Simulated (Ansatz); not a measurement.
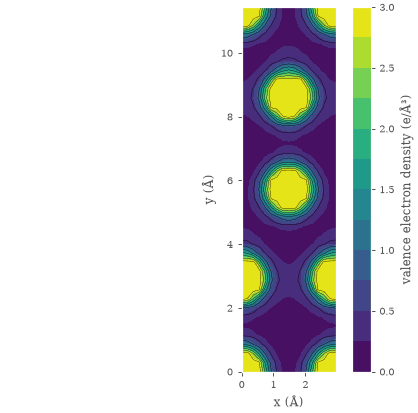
Figure: Valence electron density (e/Å³), cut off at 3 on a lattice plane, plane-wave PAW r²SCAN (Ansatz code)

**Question.** Which of these materials gives this?
A. Ta2C, P4/nmm (Ta on 2a, Ta on 2c, C on 2c)
B. ZrTa, Cmcm (Zr on 4c, Ta on 4c)
C. TePt, Cmcm (Te on 4c, Pt on 4c)
D. Ta, hcp (Mg type)

**Answer.** B, ZrTa, Cmcm (Zr on 4c, Ta on 4c). Atoms in the plane, in fractions of its two edges: Zr at (0.00, 0.00), Zr at (0.50, 0.50), Ta at (0.00, 0.26), Ta at (0.50, 0.76).

The density is the valence pseudo-density with augmentation charge, so density and ELF within about 1 Å of a nucleus are not all-electron values.

The start of the workflow was typed in or built on a structure type; neither database checked (COD, Materials Project) lists it. Whether it is the stable phase at ambient conditions was not checked. Symmetry was held in the r²SCAN relaxation; its stability against distortions is not shown here. The run is not spin-polarised. Its formation energy is positive at this level, so the cell may be metastable or incomplete. Spin–orbit coupling is left out wherever it is not named.

Potentials: the earlier of the program's two PAW sets.
